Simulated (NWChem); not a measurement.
# One shape, several levels: C4H10O (1-methoxypropane)

Wanted: a comparison of 6 runs (HF/STO-3G, HF/3-21G, HF/def2-SVP, B3LYP/6-31G*, PBE0/6-311+G**) of C4H10O (1-methoxypropane). 

The results are computed with NWChem 7.3.0.

## Step 1: Starting point

C4H10O has 15 atoms, charge 0, and is taken as a singlet. SMILES: `CCCOC`. Geometry: relaxed at PBE0-D4/def2-TZVP. This is one conformer, not always the lowest.

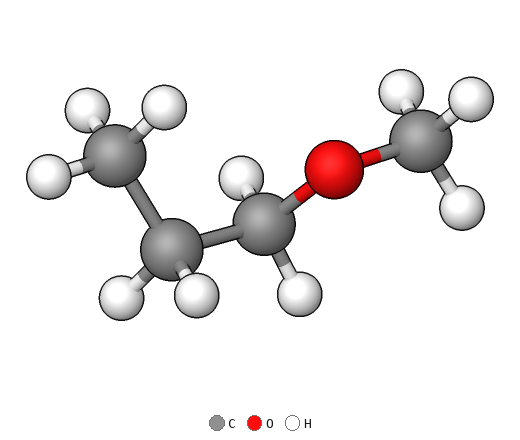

The structure, seen from a chosen angle (carbon grey, oxygen red, hydrogen white).

## Step 2: Energy and forces at HF/STO-3G (run 1)

run.nw reads:

```
START run
memory stack 880 mb heap 220 mb global 1100 mb
charge 0

GEOMETRY noautosym nocenter noautoz
C    -1.590400   -0.737100   -1.038200
C    -0.374800   -1.300100   -0.322500
C     0.668700   -0.252100   -0.013200
O     0.125100    0.699600    0.865900
C     1.027900    1.722200    1.172200
H    -1.307900   -0.284600   -1.993300
H    -2.325800   -1.517900   -1.244000
H    -2.072400    0.033100   -0.434200
H     0.098500   -2.077200   -0.931700
H    -0.676600   -1.776600    0.615800
H     1.557900   -0.717300    0.440900
H     0.998400    0.242400   -0.942500
H     0.529400    2.412500    1.853400
H     1.931600    1.331000    1.661600
H     1.336500    2.272200    0.271500
END

BASIS spherical bse
* library STO-3G
END

SCF
singlet
rhf
thresh 1e-08
maxiter 80
print low
END

TASK scf gradient
```

Run with:

```bash
$ nwchem run.nw > run.out
```

Standard output:

```text
[...]
  functions       =    35
[...]
  wavefunction    = RHF
[...]
         Total SCF energy =   -229.293840310782
      One-electron energy =   -694.376539802523
      Two-electron energy =    272.379636777922
 Nuclear repulsion energy =    192.703062713819
        Time for solution =      3.5s
[...]
                         RHF ENERGY GRADIENTS
    atom               coordinates                        gradient
                 x          y          z           x          y          z
   1 C      -3.005420  -1.392917  -1.961914    0.018186  -0.009549   0.013089
   2 C      -0.708269  -2.456833  -0.609437    0.001739   0.033779  -0.005081
   3 C       1.263660  -0.476400  -0.024944   -0.036669  -0.010880   0.011504
   4 O       0.236405   1.322052   1.636314    0.041240   0.003943  -0.015086
   5 C       1.942449   3.254486   2.215137   -0.024002  -0.013986   0.000516
   6 H      -2.471573  -0.537816  -3.766791    0.001014   0.003000  -0.005954
   7 H      -4.395125  -2.868415  -2.350819   -0.004360  -0.003043  -0.001924
   8 H      -3.916268   0.062550  -0.820519   -0.002474   0.003520   0.001977
   9 H       0.186138  -3.925339  -1.760658    0.003747  -0.003961  -0.002060
  10 H      -1.278589  -3.357287   1.163693    0.000138  -0.002857   0.005113
  11 H       2.944004  -1.355500   0.833180    0.001884   0.001480   0.003697
[...]
```

It took 4.8 s on 1 thread of Intel Xeon Platinum 8488C (Sapphire Rapids), shared host; peak memory 0.1 GiB.

## Step 3: Energy and gradient at HF/3-21G (run 2)

run.py reads:

```python
from ase import Atoms
from ase.calculators.nwchem import NWChem

mol = Atoms(['C', 'C', 'C', 'O', 'C', 'H', 'H', 'H', 'H', 'H', 'H', 'H', 'H', 'H', 'H'], positions=[
    [-1.590400, -0.737100, -1.038200],
    [-0.374800, -1.300100, -0.322500],
    [0.668700, -0.252100, -0.013200],
    [0.125100, 0.699600, 0.865900],
    [1.027900, 1.722200, 1.172200],
    [-1.307900, -0.284600, -1.993300],
    [-2.325800, -1.517900, -1.244000],
    [-2.072400, 0.033100, -0.434200],
    [0.098500, -2.077200, -0.931700],
    [-0.676600, -1.776600, 0.615800],
    [1.557900, -0.717300, 0.440900],
    [0.998400, 0.242400, -0.942500],
    [0.529400, 2.412500, 1.853400],
    [1.931600, 1.331000, 1.661600],
    [1.336500, 2.272200, 0.271500],
])

calc = NWChem(
    label='c4h10o',
    theory='scf',
    memory='2200 mb',
    basis='3-21G',
    basispar='spherical bse',
    scf={'nopen': '0', 'rhf': None, 'thresh': '1e-08', 'maxiter': '80'},
)
mol.calc = calc

forces = mol.get_forces()
print("Total energy (eV):", round(mol.get_potential_energy(), 6))
print("forces (eV/A):")
for s, f in zip(mol.symbols, forces):
    print(f"{s:2s} {f[0]:10.5f} {f[1]:10.5f} {f[2]:10.5f}")
print("dipole (e A):", mol.get_dipole_moment().round(4))
```

Run with:

```bash
$ export ASE_NWCHEM_COMMAND="nwchem PREFIX.nwi > PREFIX.nwo"
$ python run.py
```

Standard output:

```text
Total energy (eV): -6281.886467
forces (eV/A):
C    -0.67342    0.43097   -0.35589
C     0.20610   -1.02186    0.29624
C     0.99841   -0.51561   -0.84183
O    -0.95959   -0.17154    0.25089
C     0.81406    1.34052    0.55675
H    -0.04751   -0.13447    0.24287
H     0.20224    0.17597    0.05605
H     0.22369   -0.22271   -0.11159
H    -0.17489    0.22065    0.11884
H     0.07379    0.23315   -0.28539
H    -0.34766    0.14306   -0.21844
H    -0.12424   -0.27084    0.35018
H     0.20034   -0.21520   -0.23125
H    -0.31594    0.19150   -0.19242
H    -0.07538   -0.18358    0.36510
dipole (e A): [ 0.3059  0.0301 -0.1011]
```

The calculator wrote c4h10o.nwi:

```
title "c4h10o"

permanent_dir c4h10o

scratch_dir c4h10o

start c4h10o

geometry units angstrom nocenter noautosym noautoz
  C  -1.5904000000000000e+00 -7.3709999999999998e-01 -1.0382000000000000e+00
  C  -3.7480000000000002e-01 -1.3001000000000000e+00 -3.2250000000000001e-01
  C  6.6869999999999996e-01 -2.5209999999999999e-01 -1.3200000000000000e-02
  O  1.2509999999999999e-01 6.9960000000000000e-01 8.6590000000000000e-01
  C  1.0279000000000000e+00 1.7222000000000000e+00 1.1721999999999999e+00
  H  -1.3079000000000001e+00 -2.8460000000000002e-01 -1.9933000000000001e+00
  H  -2.3258000000000001e+00 -1.5179000000000000e+00 -1.2440000000000000e+00
  H  -2.0724000000000000e+00 3.3099999999999997e-02 -4.3419999999999997e-01
  H  9.8500000000000004e-02 -2.0771999999999999e+00 -9.3169999999999997e-01
  H  -6.7659999999999998e-01 -1.7766000000000000e+00 6.1580000000000001e-01
  H  1.5579000000000001e+00 -7.1730000000000005e-01 4.4090000000000001e-01
  H  9.9839999999999995e-01 2.4240000000000000e-01 -9.4250000000000000e-01
  H  5.2939999999999998e-01 2.4125000000000001e+00 1.8533999999999999e+00
  H  1.9316000000000000e+00 1.3310000000000000e+00 1.6616000000000000e+00
  H  1.3365000000000000e+00 2.2722000000000002e+00 2.7150000000000002e-01
end

memory 2200 mb

basis spherical bse noprint
   * library 3-21G
end

scf
  nopen 0
  rhf
  thresh 1e-08
  maxiter 80
end

task scf gradient
```

c4h10o.nwo, shortened:

```text
[...]
      One-electron energy =   -694.713182712104
[... 1 line left out ...]
 Nuclear repulsion energy =    192.703062713819
[... 39 lines left out ...]
                       ROHF Final Molecular Orbital Analysis
[... 264 lines left out ...]
     1   1 0 0      0.578070      0.000000     -1.022720
[...]
  wavefunction    =   RHF
                         RHF ENERGY GRADIENTS
    atom               coordinates                        gradient
                 x          y          z           x          y          z
   1 C      -3.005420  -1.392917  -1.961914    0.013096  -0.008381   0.006921
   2 C      -0.708269  -2.456833  -0.609437   -0.004008   0.019872  -0.005761
   3 C       1.263660  -0.476400  -0.024944   -0.019416   0.010027   0.016371
[... 11 lines of this table left out ...]
  15 H       2.525619   4.293835   0.513061    0.001466   0.003570  -0.007100
[...]
```

Run time: 6 s. Hardware: 1 thread of Intel Xeon Platinum 8488C (Sapphire Rapids), shared host; peak memory 0.1 GiB.

Runs 3 to 5 aren't shown in full; the table further down has their settings and results.

## Step 4: Energy and forces at PBE0/6-311+G(d,p) (run 6)

m1.nw reads:

```
start m1
title "C4H10O"
memory stack 880 mb heap 220 mb global 1100 mb
geometry units angstrom noautosym nocenter noautoz
C       -1.590400      -0.737100      -1.038200
C       -0.374800      -1.300100      -0.322500
C        0.668700      -0.252100      -0.013200
O        0.125100       0.699600       0.865900
C        1.027900       1.722200       1.172200
H       -1.307900      -0.284600      -1.993300
H       -2.325800      -1.517900      -1.244000
H       -2.072400       0.033100      -0.434200
H        0.098500      -2.077200      -0.931700
H       -0.676600      -1.776600       0.615800
H        1.557900      -0.717300       0.440900
H        0.998400       0.242400      -0.942500
H        0.529400       2.412500       1.853400
H        1.931600       1.331000       1.661600
H        1.336500       2.272200       0.271500
end
basis spherical bse
* library 6-311+G**
end
dft
xc pbe0
grid fine
convergence energy 1e-08
maxiter 100
mulliken
end
task dft gradient
```

Run with:

```bash
$ nwchem m1.nw > m1.out
```

Standard output, shortened:

```text
[...]
          Wavefunction type:  closed shell.
          No. of atoms     :    15
          No. of electrons :    42
[...]
          Charge           :     0
          Spin multiplicity:     1
[...]
          AO basis - number of functions:   170
[...]
              XC Information
              --------------
                         PBE0 Method XC Functional
                     Hartree-Fock (Exact) Exchange  0.250
          PerdewBurkeErnzerhof Exchange Functional  0.750
            Perdew 1991 LDA Correlation Functional  1.000 local
           PerdewBurkeErnz. Correlation Functional  1.000 non-local
[...]
 d= 0,ls=0.0,diis     1   -233.3802466878 -4.26D+02  7.76D-03  6.52D-01    14.1
[...]
 d= 0,ls=0.0,diis     8   -233.4407270660  8.32D-09  2.25D-06  4.04D-07    88.5
         Total DFT energy =     -233.440727065992
      One electron energy =     -697.086916632407
           Coulomb energy =      304.751320050260
    Exchange-Corr. energy =      -33.808193197664
 Nuclear repulsion energy =      192.703062713819
[...]
      Total Density - Mulliken Population Analysis
     ---------------------------------------------
[...]
  wavefunction    = closed shell
                         DFT ENERGY GRADIENTS
    atom               coordinates                        gradient
                 x          y          z           x          y          z
   1 C      -3.005420  -1.392917  -1.961914    0.000705  -0.000148   0.000390
   2 C      -0.708269  -2.456833  -0.609437    0.000144   0.000653  -0.000365
   3 C       1.263660  -0.476400  -0.024944   -0.001302   0.000485   0.000478
   4 O       0.236405   1.322052   1.636314    0.001550  -0.000190  -0.000650
   5 C       1.942449   3.254486   2.215137   -0.000865  -0.000936  -0.000353
   6 H      -2.471573  -0.537816  -3.766791   -0.000089  -0.000349   0.000902
   7 H      -4.395125  -2.868415  -2.350819    0.000642   0.000613   0.000246
   8 H      -3.916268   0.062550  -0.820519    0.000421  -0.000613  -0.000492
   9 H       0.186138  -3.925339  -1.760658   -0.000397   0.000705   0.000502
  10 H      -1.278589  -3.357287   1.163693    0.000138   0.000385  -0.000632
  11 H       2.944004  -1.355500   0.833180   -0.000533   0.000280  -0.000353
[...]
```

Run time: 1.9 min. Hardware: 1 thread of Intel Xeon Platinum 8488C (Sapphire Rapids), shared host; peak memory 0.14 GiB.

## Step 5: Overview of the runs

```csv
run,level,Cartesian functions,iteration cap,energy (Eh),largest force (eV/Å),wall time
1,HF/STO-3G,no,80,-229.293840,2.267,4.8 s
2,HF/3-21G,no,80,-230.855072,1.664,6 s
3,HF/def2-SVP,no,80,-231.971833,0.973,32 s
4,B3LYP/6-31G* (Cartesian functions),yes,100,-233.657727,0.426,42 s
5,B3LYP/6-31G* (spherical functions),no,100,-233.653744,0.396,39 s
6,PBE0/6-311+G**,no,100,-233.440727,0.087,1.9 min
```

## Step 6: Results

| quantity | value |
| --- | --- |
| run 6: total energy | -233.44073 Eh |
| run 6: dipole moment | 1.21 D |
| run 6: HOMO energy | -7.38 eV |
| run 6: LUMO energy | 0.44 eV |
| run 6: HOMO–LUMO gap | 7.82 eV |
| run 6: largest force on an atom | 0.087 eV/Å |

In words: Over runs 2, 5, 6 the dipole moment (its size) runs from 1.07 D (B3LYP/6-31G*) to 1.55 D (HF/3-21G). The two ends differ in method and basis. Totals of different functionals can't be ranked against each other. In run 1 the basis is minimal, so the values are rough. All runs together took 4 min, the longest 1.9 min.
